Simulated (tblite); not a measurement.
**C$_{3}$HBrClNSe: molecular dynamics (part 1 of 2)**

- system: C$_{3}$HBrClNSe
- method: GFN2-xTB Langevin dynamics, gas phase (tblite 0.8.0)

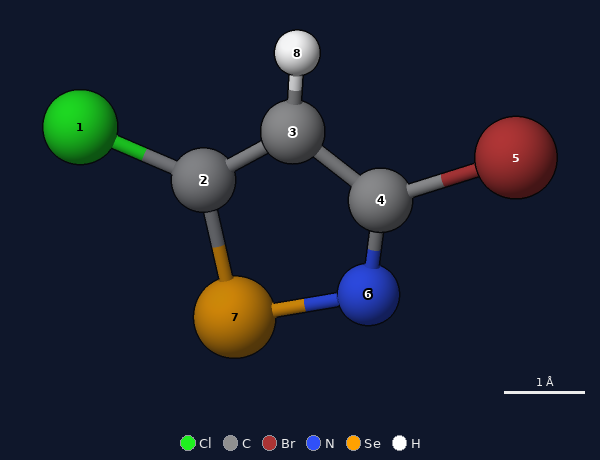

**Figure 1.** The structure as given in the input (ball-and-stick view, seen at an oblique angle; atoms are numbered from 1 in the order of the input).

**The input**
```
{"job": {"kind": "md", "xc": "GFN2-xTB", "basis": "xTB", "temperature": 300, "steps": 2000, "every": 50}, "charge": 0, "multiplicity": 1}
Cl     2.785335    -0.506332     0.630361
C      1.193439     0.071306     0.506089
C      0.068505    -0.682413     0.332794
C     -1.076777     0.144762     0.274370
Br    -2.794026    -0.584928     0.041910
N     -0.952838     1.431422     0.381863
Se     0.749050     1.888881     0.593098
H      0.036369    -1.753286     0.249785
```

The first line tells a small driver script what to run in tblite; the rest is the geometry in Å.

Hardware: 1 CPU thread, shared host.

Command:
```bash
OMP_NUM_THREADS=1 python <driver script> task.json out
```

**Log**
```
t/fs     T/K      E/eV
    0.0   234.1   -588.90353
   25.0   211.8   -588.78274
   50.0   204.4   -588.74653
   75.0   182.9   -588.70185
  100.0   200.8   -588.74487
  125.0   137.7   -588.79457
  150.0   186.2   -588.77232
  175.0   193.0   -588.76503
  200.0   194.2   -588.77879
  225.0   224.9   -588.73419
  250.0   178.5   -588.73937
  275.0   151.9   -588.66580
  300.0   178.2   -588.71921
  325.0   355.0   -588.77338
  350.0   344.9   -588.75024
  375.0   350.3   -588.68331
  400.0   368.4   -588.61082
  425.0   512.7   -588.68210
  450.0   369.6   -588.56751
  475.0   382.8   -588.70830
  500.0   317.5   -588.67393
  525.0   302.2   -588.73458
  550.0   288.1   -588.82993
  575.0   229.2   -588.82093
  600.0   320.5   -588.76619
  625.0   259.1   -588.75808
  650.0   215.2   -588.76445
  675.0   346.8   -588.71011
  700.0   315.3   -588.68348
  725.0   247.2   -588.67088
  750.0   276.5   -588.63534
  775.0   211.9   -588.65184
  800.0   263.8   -588.69582
  825.0   296.6   -588.68458
  850.0   315.5   -588.65337
  875.0   261.5   -588.67462
  900.0   213.4   -588.66253
  925.0   328.8   -588.66130
  950.0   270.1   -588.65929
  975.0   203.6   -588.70066
 1000.0   215.7   -588.72617
```

**Trajectory as extended XYZ (Å, eV, eV/Å), 41 frames, from step=0 to step=40**
```
8
Properties=species:S:1:pos:R:3:forces:R:3 step=0 time_fs=0.0 energy=-588.90353 temperature=234.1
Cl    2.7853   -0.5063    0.6304    0.0031  -0.0027  -0.0004
C     1.1934    0.0713    0.5061   -0.0050   0.0055  -0.0012
C     0.0685   -0.6824    0.3328    0.0005  -0.0003   0.0000
C    -1.0768    0.1448    0.2744    0.0036  -0.0034  -0.0014
Br   -2.7940   -0.5849    0.0419   -0.0042   0.0019  -0.0006
N    -0.9528    1.4314    0.3819   -0.0035  -0.0019   0.0001
Se    0.7490    1.8889    0.5931    0.0041   0.0022   0.0017
H     0.0364   -1.7533    0.2498    0.0015  -0.0012   0.0019
8
Properties=species:S:1:pos:R:3:forces:R:3 step=1 time_fs=25.0 energy=-588.78274 temperature=211.8
Cl    2.7969   -0.4871    0.6468   -0.5054  -0.0141  -0.2031
C     1.1628    0.0225    0.4460    0.8804   0.3806   0.3629
C     0.0362   -0.7026    0.2934   -0.8332  -0.0285  -0.2827
C    -1.0871    0.2025    0.2976   -0.2579  -0.9983  -0.0782
Br   -2.7749   -0.5929    0.0769   -0.2984   0.0953  -0.0056
N    -0.9869    1.4802    0.4610    0.5557  -0.6163  -0.1536
Se    0.7477    1.8536    0.6083    0.2883   0.3559   0.1308
H    -0.0822   -1.7836    0.1262    0.1704   0.8254   0.2295
8
Properties=species:S:1:pos:R:3:forces:R:3 step=2 time_fs=50.0 energy=-588.74653 temperature=204.4
Cl    2.8049   -0.4764    0.6027   -0.2935  -0.0881  -0.2602
C     1.1822    0.0555    0.4207    0.8985   0.3034   0.1545
C     0.0653   -0.6762    0.2346   -0.8779   1.0137   0.7648
C    -1.1134    0.1613    0.4034    1.5912  -0.9295  -0.6452
Br   -2.7943   -0.5779    0.1412   -0.3662   0.0146   0.1191
N    -0.9183    1.4142    0.6029   -0.6601   0.7613  -0.0584
Se    0.7908    1.8685    0.6267   -0.1067   0.0297   0.1965
H     0.0532   -1.7206    0.2022   -0.1854  -1.1052  -0.2712
8
Properties=species:S:1:pos:R:3:forces:R:3 step=3 time_fs=75.0 energy=-588.70185 temperature=182.9
Cl    2.7747   -0.5062    0.4926    0.8743  -0.2059  -0.2319
C     1.2196    0.0777    0.3600   -0.0143   0.3166   0.5671
C     0.1088   -0.6769    0.3620   -2.2261  -0.8927  -0.8098
C    -1.0720    0.1547    0.4659    0.1141  -1.2524  -0.1227
Br   -2.8545   -0.5518    0.2210    0.7327   0.1546   0.2261
N    -0.9486    1.4024    0.6968    0.3409   0.9002  -0.3161
Se    0.7843    1.8825    0.6221   -0.2591   0.2011   0.2945
H    -0.0263   -1.7473    0.1266    0.4375   0.7785   0.3926
8
Properties=species:S:1:pos:R:3:forces:R:3 step=4 time_fs=100.0 energy=-588.74487 temperature=200.8
Cl    2.8104   -0.5528    0.4220   -0.9843   0.5043  -0.0795
C     1.1699    0.0817    0.4124    1.1790  -0.4723   0.2086
C     0.0613   -0.6901    0.3652   -1.4705   0.8056   0.5659
C    -1.1234    0.1323    0.4984    0.9319  -0.4242  -0.7019
Br   -2.8708   -0.5315    0.2872    0.1304  -0.1075   0.1535
N    -0.9679    1.4043    0.5728   -0.1758   0.8801   0.2502
Se    0.7370    1.9042    0.6111   -0.0577  -0.4565  -0.1455
H    -0.0906   -1.7350    0.3956    0.4469  -0.7295  -0.2514
8
Properties=species:S:1:pos:R:3:forces:R:3 step=5 time_fs=125.0 energy=-588.79457 temperature=137.7
Cl    2.7590   -0.5520    0.3959    0.0514   0.1664   0.2320
C     1.1842    0.0721    0.5400   -0.0144  -0.0873  -0.2246
C     0.0543   -0.6884    0.4638   -0.6308   1.0814  -0.4677
C    -1.0821    0.1702    0.3669   -0.4828  -0.6344   0.2240
Br   -2.8602   -0.5230    0.3297    0.3704   0.0274  -0.1066
N    -0.9564    1.4560    0.3763   -0.2823  -0.1639   0.2471
Se    0.7163    1.9003    0.5834    0.9117   0.1770  -0.0811
H    -0.0201   -1.7309    0.2954    0.0768  -0.5666   0.1770
8
Properties=species:S:1:pos:R:3:forces:R:3 step=6 time_fs=150.0 energy=-588.77232 temperature=186.2
Cl    2.7268   -0.4854    0.3687    0.1304  -0.1804   0.2754
C     1.1328    0.0605    0.5260   -0.0121   0.4763  -0.5179
C    -0.0110   -0.6620    0.3509    0.8262  -1.5133   0.2751
C    -1.1385    0.1616    0.2781    0.1233   0.0371   0.3219
Br   -2.8504   -0.5421    0.3261   -0.5362  -0.1947  -0.2056
N    -0.9814    1.4420    0.3239    0.0114   0.6797   0.2589
Se    0.7278    1.8945    0.5680   -0.2311  -0.1270  -0.2370
H     0.0139   -1.7653    0.3579   -0.3120   0.8224  -0.1707
8
Properties=species:S:1:pos:R:3:forces:R:3 step=7 time_fs=175.0 energy=-588.76503 temperature=193.0
Cl    2.7172   -0.4598    0.3729    0.0721  -0.1695  -0.0027
C     1.1198    0.0945    0.3676   -0.7763  -0.3316   0.0300
C    -0.0537   -0.6468    0.2745    1.9042   0.7064   0.2824
C    -1.1439    0.2228    0.3170   -1.3807  -1.6374  -0.1598
Br   -2.8845   -0.6155    0.2900    0.3050   0.4321  -0.0582
N    -1.0233    1.4903    0.3946    0.1548   0.6684   0.2689
Se    0.6999    1.8837    0.5448    0.2175   0.8313  -0.1781
H     0.0020   -1.7053    0.2674   -0.4966  -0.4996  -0.1825
8
Properties=species:S:1:pos:R:3:forces:R:3 step=8 time_fs=200.0 energy=-588.77879 temperature=194.2
Cl    2.7152   -0.4872    0.3917   -0.0832  -0.0390  -0.1993
C     1.1167    0.0656    0.2916   -1.1752  -0.1480   0.4053
C    -0.0488   -0.7087    0.2420    1.8844   0.2225  -0.2543
C    -1.1759    0.1249    0.3674   -0.4010  -0.5235  -0.3798
Br   -2.9024   -0.6892    0.2399    0.2746   0.3123   0.0992
N    -1.0671    1.4056    0.4921    0.3735   0.0782   0.0877
Se    0.6695    1.8999    0.5278   -0.4359  -0.7297  -0.0859
H     0.0150   -1.7894    0.0379   -0.4371   0.8272   0.3272
8
Properties=species:S:1:pos:R:3:forces:R:3 step=9 time_fs=225.0 energy=-588.73419 temperature=224.9
Cl    2.6620   -0.5043    0.3721    0.6536   0.0388  -0.0560
C     1.1150    0.1410    0.3476   -1.0349  -1.3153  -0.4848
C    -0.0049   -0.6765    0.1708    1.1814  -0.2163   0.5439
C    -1.1763    0.0477    0.3148   -0.5133   0.6881   0.3564
Br   -2.9093   -0.7644    0.2440    0.5328   0.2809   0.0390
N    -1.0758    1.3219    0.5740   -0.3314   0.3740  -0.5401
Se    0.6187    1.8966    0.4991   -0.5519   0.1428   0.4045
H     0.0316   -1.7514    0.1555    0.0635   0.0070  -0.2628
8
Properties=species:S:1:pos:R:3:forces:R:3 step=10 time_fs=250.0 energy=-588.73937 temperature=178.5
Cl    2.6631   -0.5183    0.3568    0.6836   0.0047  -0.1096
C     1.1010    0.0620    0.3261   -0.8497   0.3671  -0.0544
C    -0.0068   -0.7405    0.2073    0.4159  -0.0064   0.0771
C    -1.1834   -0.0349    0.3813   -1.0122   2.6451  -0.0995
Br   -2.8974   -0.8537    0.2964    0.4053   0.1573   0.0625
N    -1.1513    1.3029    0.5201    0.5084  -1.8026  -0.1551
Se    0.5529    1.8853    0.5050   -0.4129  -0.9522   0.1415
H    -0.0307   -1.7805   -0.0235    0.2616  -0.4129   0.1374
8
Properties=species:S:1:pos:R:3:forces:R:3 step=11 time_fs=275.0 energy=-588.66580 temperature=151.9
Cl    2.7014   -0.5315    0.3673   -0.8980   0.4577  -0.1414
C     1.0575    0.0462    0.2830    0.1606  -0.1724   0.5994
C    -0.0546   -0.7765    0.2633    1.5035  -0.4759  -0.1351
C    -1.2253   -0.0583    0.2988   -0.5169   3.1603   0.6983
Br   -2.8598   -0.9070    0.3327   -0.6003  -0.1455  -0.0905
N    -1.1821    1.3039    0.4608   -0.0074  -2.6801  -0.3853
Se    0.4864    1.8409    0.5523    0.3449  -0.5995  -0.3574
H    -0.0195   -1.8654    0.2538    0.0137   0.4553  -0.1880
8
Properties=species:S:1:pos:R:3:forces:R:3 step=12 time_fs=300.0 energy=-588.71921 temperature=178.2
Cl    2.6608   -0.5095    0.3781    0.0001   0.3269   0.1697
C     1.0592    0.0714    0.4638   -0.4149  -0.8054  -0.5448
C    -0.0182   -0.7798    0.2595    0.9982  -0.8872  -0.0142
C    -1.2170   -0.0982    0.2633   -0.7897   2.5385   0.6694
Br   -2.8740   -0.9741    0.3408    0.0023   0.0398  -0.2250
N    -1.2126    1.2524    0.4206    0.2774  -2.2332  -0.2026
Se    0.4543    1.8207    0.5915   -0.0356   0.0545  -0.0276
H     0.0609   -1.8750    0.1163   -0.0377   0.9660   0.1751
8
Properties=species:S:1:pos:R:3:forces:R:3 step=13 time_fs=325.0 energy=-588.77338 temperature=355.0
Cl    2.6533   -0.4314    0.4015    1.0952  -0.2520   0.0553
C     1.0636    0.0081    0.4315   -1.6613  -0.1106  -0.3513
C    -0.0143   -0.8500    0.2240    0.9071   1.1252   0.5412
C    -1.2166   -0.1463    0.2995   -0.1253   1.8793   0.0147
Br   -2.8645   -1.0005    0.3465   -0.3311  -0.1692  -0.1745
N    -1.2058    1.1854    0.4053    0.0820  -1.5014   0.2724
Se    0.4486    1.7833    0.6269   -0.0369  -0.4158  -0.2740
H     0.0531   -1.8994    0.1060    0.0704  -0.5554  -0.0838
8
Properties=species:S:1:pos:R:3:forces:R:3 step=14 time_fs=350.0 energy=-588.75024 temperature=344.9
Cl    2.6791   -0.3327    0.4119    0.1695  -0.4648  -0.1439
C     1.0158   -0.0416    0.3376   -0.0947   0.5525   0.5247
C    -0.0715   -0.8680    0.2313    1.5968  -0.6012  -0.2681
C    -1.2419   -0.1260    0.2957   -0.1695   1.0444   0.3518
Br   -2.8493   -0.9806    0.2845   -1.2278  -0.5014  -0.1662
N    -1.2119    1.1703    0.4953   -0.0624  -0.5700   0.0564
Se    0.4545    1.7106    0.6963    0.0444   0.2211  -0.3310
H     0.0170   -1.9407    0.0921   -0.2563   0.3194  -0.0238
8
Properties=species:S:1:pos:R:3:forces:R:3 step=15 time_fs=375.0 energy=-588.68331 temperature=350.3
Cl    2.7166   -0.3099    0.3919   -0.2086  -0.2586  -0.0508
C     1.0237   -0.0260    0.4185    1.5637   0.7264   0.0229
C    -0.0008   -0.8460    0.1494   -0.6557  -0.4925  -0.0720
C    -1.2043   -0.1095    0.3296   -1.0794   0.2275  -0.4125
Br   -2.8817   -0.9748    0.2041    0.0748  -0.0388  -0.0873
N    -1.2408    1.1916    0.5524    0.9505  -1.8047   0.0563
Se    0.4566    1.6786    0.7533   -0.0388   1.4843   0.2905
H     0.1654   -1.8647   -0.1792   -0.6065   0.1564   0.2530
8
Properties=species:S:1:pos:R:3:forces:R:3 step=16 time_fs=400.0 energy=-588.61082 temperature=368.4
Cl    2.7549   -0.3550    0.3088   -0.3361  -0.1647   0.0152
C     1.0777   -0.0219    0.3867    0.5921   0.7307  -0.0874
C     0.0397   -0.8447    0.0784    1.0140  -1.5827  -0.2447
C    -1.1969   -0.2150    0.1844    0.0550   0.2702   0.8809
Br   -2.9442   -0.9449    0.0924    0.4537  -0.1386  -0.1987
N    -1.1334    0.9843    0.6337   -1.1012   2.1827   0.1144
Se    0.4762    1.7310    0.8247   -0.4881  -1.3876  -0.2342
H     0.2108   -1.8968   -0.1015   -0.1895   0.0900  -0.2455
8
Properties=species:S:1:pos:R:3:forces:R:3 step=17 time_fs=425.0 energy=-588.68210 temperature=512.7
Cl    2.7712   -0.3836    0.2246    0.4853  -0.2297  -0.1767
C     1.1389   -0.0620    0.2712   -0.4227   1.6299   0.5152
C     0.0723   -0.8331    0.0061   -0.6889  -1.3523  -0.3151
C    -1.1493   -0.1960    0.3174   -1.2082   0.0213  -0.8815
Br   -2.9464   -0.9089   -0.0296    1.0350  -0.0645   0.1655
N    -1.1874    1.0407    0.6503    0.6795   0.5423   0.4817
Se    0.4767    1.6908    0.8249    0.0403  -0.6587  -0.0811
H     0.0942   -1.8246   -0.4320    0.0796   0.1117   0.2920
8
Properties=species:S:1:pos:R:3:forces:R:3 step=18 time_fs=450.0 energy=-588.56751 temperature=369.6
Cl    2.7704   -0.4014    0.1558   -1.6691   0.2849  -0.1681
C     1.0151    0.0113    0.1843    1.4001  -1.5862  -0.1702
C    -0.0531   -0.8335   -0.0487    0.8956   1.2161   0.0179
C    -1.2158   -0.0695    0.2293   -1.2671  -1.9786  -0.0999
Br   -2.9237   -0.8815   -0.0820    0.1803   0.0240   0.0642
N    -1.2337    1.0812    0.7832    1.3245   0.7496  -0.5765
Se    0.5008    1.6346    0.7670   -0.4924   1.3053   0.9124
H     0.0530   -1.8342   -0.4170   -0.3719  -0.0151   0.0203
8
Properties=species:S:1:pos:R:3:forces:R:3 step=19 time_fs=475.0 energy=-588.70830 temperature=382.8
Cl    2.6540   -0.3707    0.0547    0.3371  -0.5481  -0.3190
C     0.9989   -0.0596    0.1232   -0.4395  -0.0541   0.0712
C    -0.1105   -0.8207   -0.1252    0.1792  -0.7545   0.1868
C    -1.3195   -0.1321    0.2391    2.1492  -0.0768  -0.5900
Br   -2.9379   -0.9254   -0.0949   -0.7334  -0.1388   0.0727
N    -1.1694    1.0692    0.6689   -0.6188   1.1734   0.4489
Se    0.5414    1.6249    0.7535   -1.0210  -0.1620   0.0728
H    -0.1250   -1.8653   -0.4483    0.1471   0.5610   0.0566
8
Properties=species:S:1:pos:R:3:forces:R:3 step=20 time_fs=500.0 energy=-588.67393 temperature=317.5
Cl    2.5914   -0.4045   -0.0972    1.9958  -0.7053  -0.3273
C     1.0121   -0.0886    0.1242   -0.3273   0.7241   0.4813
C    -0.0552   -0.8769   -0.0376   -1.9672  -0.2657  -0.6662
C    -1.2405   -0.0811    0.1934   -0.2771  -1.3282  -0.1198
Br   -2.9550   -0.9352   -0.0639    0.5138   0.3840   0.0984
N    -1.1888    1.1297    0.5897    0.6471   0.4556   0.1940
Se    0.5698    1.6149    0.7535   -0.9653   0.2365  -0.0184
H    -0.1616   -1.8822   -0.4541    0.3802   0.4990   0.3580
8
Properties=species:S:1:pos:R:3:forces:R:3 step=21 time_fs=525.0 energy=-588.73458 temperature=302.2
Cl    2.6788   -0.5044   -0.2423   -1.1588   0.1559   0.5227
C     1.0057   -0.0970    0.1998    1.8674  -0.3105  -0.8343
C    -0.0852   -0.8408   -0.0822   -0.7577   0.8570   0.3440
C    -1.2649   -0.0711    0.1809    0.5262  -1.0099   0.1555
Br   -2.9382   -0.9121   -0.0200   -0.0341   0.2622   0.0118
N    -1.1295    1.1243    0.6503   -0.8713   0.2006  -0.0817
Se    0.5479    1.5787    0.7758    0.4641   0.8186   0.3355
H    -0.0947   -1.8422   -0.3821   -0.0359  -0.9740  -0.4536
```
